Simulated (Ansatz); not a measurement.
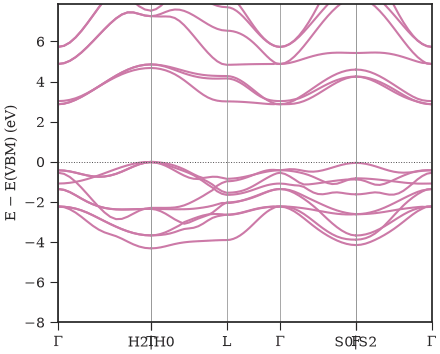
Band structure from r²SCAN in the plane-wave PAW code Ansatz

The gap is 2.87 eV; an edge lies off the plotted path or next to a special point (maximum at T, minimum off the standard path).

**Question.** Which of these materials gives this?
A) CsGeI3, R3m (I on 9b, Cs on 3a, Ge on 3a)
B) RbLuO2, R-3m (Rb on 3a, Lu on 3b, O on 6c)
C) BaTiO3, R3m (Ba on 3a, Ti on 3a, O on 9b)

**Answer.** C, BaTiO3, R3m (Ba on 3a, Ti on 3a, O on 9b)

This is a known low-temperature phase of the composition, computed here at zero pressure and temperature. The r²SCAN relaxation kept the symmetry of its start; whether a distortion lowers the energy is not shown. No spin polarisation was allowed. Spin–orbit coupling is left out wherever it is not named.

Potentials: the later of the program's two PAW sets.
